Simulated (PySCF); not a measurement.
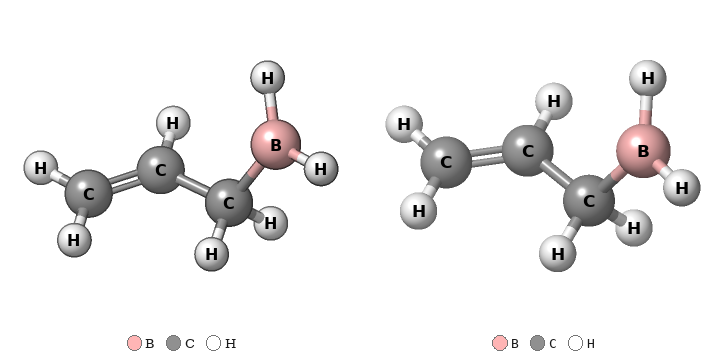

Both panels show the same species.

The geometry was computed by an optimisation with GFN2-xTB. No frequency run is at hand to confirm it as a minimum.

> Give the formula.

C3H7B, 11 atoms: 3 carbon, 7 hydrogen and 1 boron.

> Give a SMILES string for it.

BCC=C

> Name functional groups in it.

Among them: alkene, B–H bond.

> Does it have rings?

It has no ring.

The parts below concern this one geometry. Atoms keep their numbers from picture to picture.

### Shape

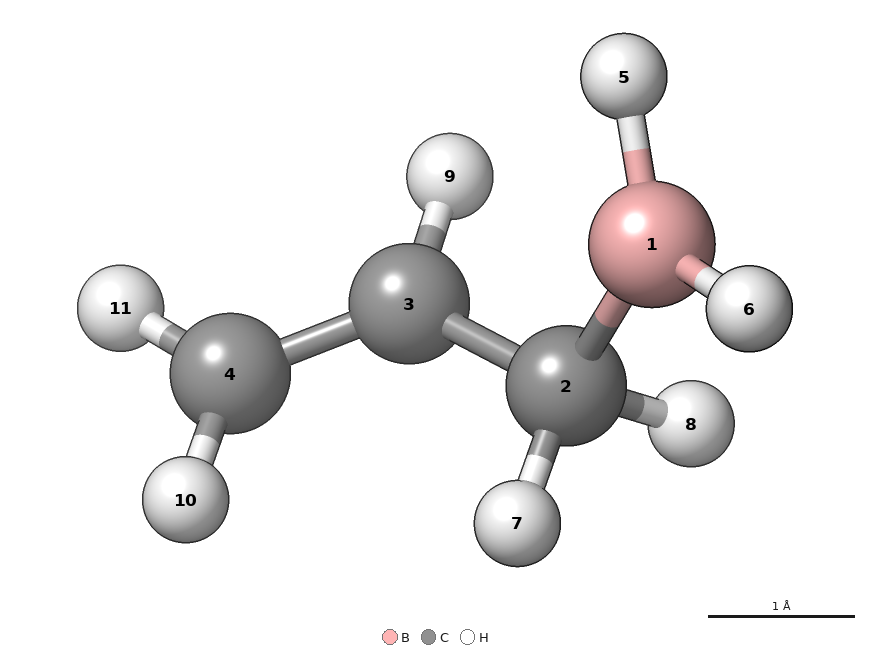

No frequency run is at hand to confirm it as a minimum.

Which atoms are bonded, and how long are the bonds?

| bond | length (Å) | order |
| --- | --- | --- |
| B1–C2 | 1.571 | single |
| B1–H5 | 1.169 | single |
| B1–H6 | 1.169 | single |
| C2–C3 | 1.494 | single |
| C2–H7 | 1.093 | single |
| C2–H8 | 1.099 | single |
| C3–C4 | 1.320 | double |
| C3–H9 | 1.082 | single |
| C4–H10 | 1.078 | single |
| C4–H11 | 1.077 | single |

### Charges

The questions are on IAO charges. No frequency run is at hand to confirm it as a minimum. Properties computed with PBE0/pcSseg-1, gas phase (PySCF 2.14.0).

List the IAO charges.

| atom | value (e) |
| --- | --- |
| B1 | 0.09 |
| C2 | −0.42 |
| C3 | −0.12 |
| C4 | −0.34 |
| H5 | 0.01 |
| H6 | 0.01 |
| H7 | 0.16 |
| H8 | 0.18 |
| H9 | 0.14 |
| H10 | 0.14 |
| H11 | 0.15 |

### Excitation

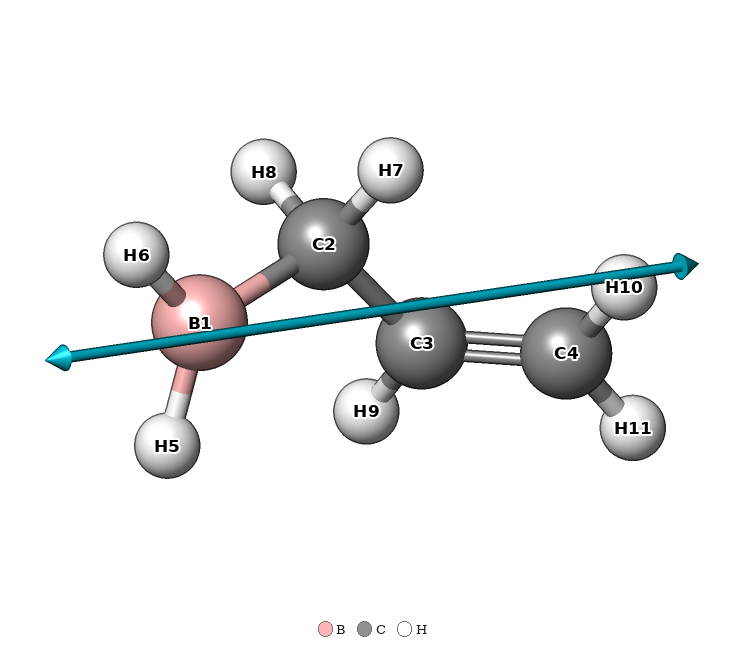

The double arrow shows the direction of the transition dipole to excited singlet state 4 (its length means nothing). No frequency run is at hand to confirm it as a minimum. Level of theory: TDDFT PBE0/def2-SVPD, vertical, gas phase, core orbitals frozen in the response (PySCF 2.14.0).

> How is the transition polarised?

Close to the long direction B1···C4.

> Give its energy, strength and character.

6.97 eV (178 nm), oscillator strength 0.051, mainly HOMO → LUMO+2 (weight 0.72); transition dipole 1.39 D.

### NMR shielding

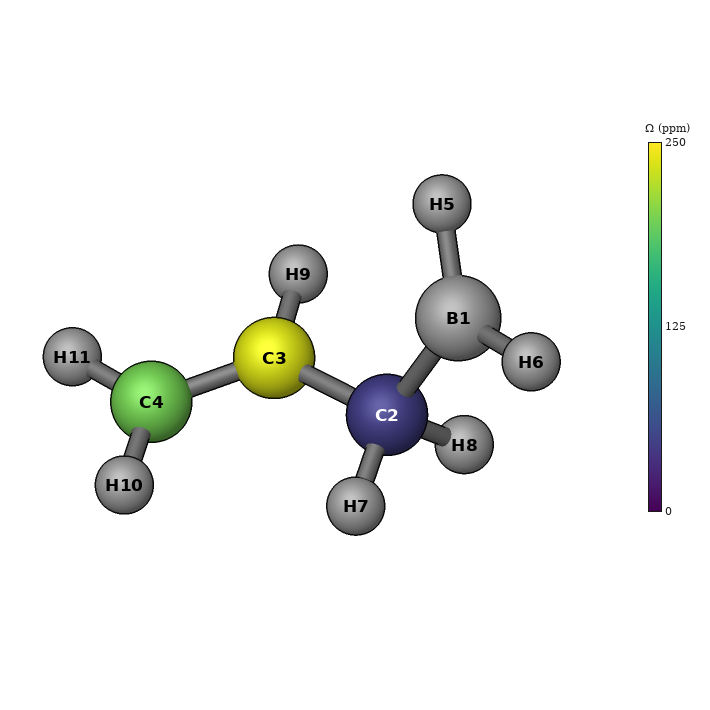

The C atoms are coloured by the span of their shielding tensor. No frequency run is at hand to confirm it as a minimum. Method: GIAO PBE0/pcSseg-1 NMR shielding, non-relativistic, gas phase (PySCF 2.14.0). Principal shieldings σ11 ≤ σ22 ≤ σ33, span Ω = σ33 − σ11, skew κ = 3(σiso − σ22)/Ω.

> Which C atom has the most anisotropic shielding?

C3, with a span of 237 ppm.

Give the shielding tensors of the C atoms.

```json
{"atom": "C2", "σ11": "115.8", "σ22": "147.7", "σ33": "162.4", "σiso": "141.9", "Ω": "46.6", "κ": "−0.37"}
{"atom": "C3", "σ11": "−81.1", "σ22": "43.8", "σ33": "155.7", "σiso": "39.5", "Ω": "236.8", "κ": "−0.05"}
{"atom": "C4", "σ11": "−41.4", "σ22": "90.0", "σ33": "156.5", "σiso": "68.4", "Ω": "197.9", "κ": "−0.33"}
```

Shieldings and span in ppm.

The geometry is semi-empirical. Around B such bond lengths and angles can be off by a tenth of an ångström or more and by several degrees, and values that hang on the shape move with them.
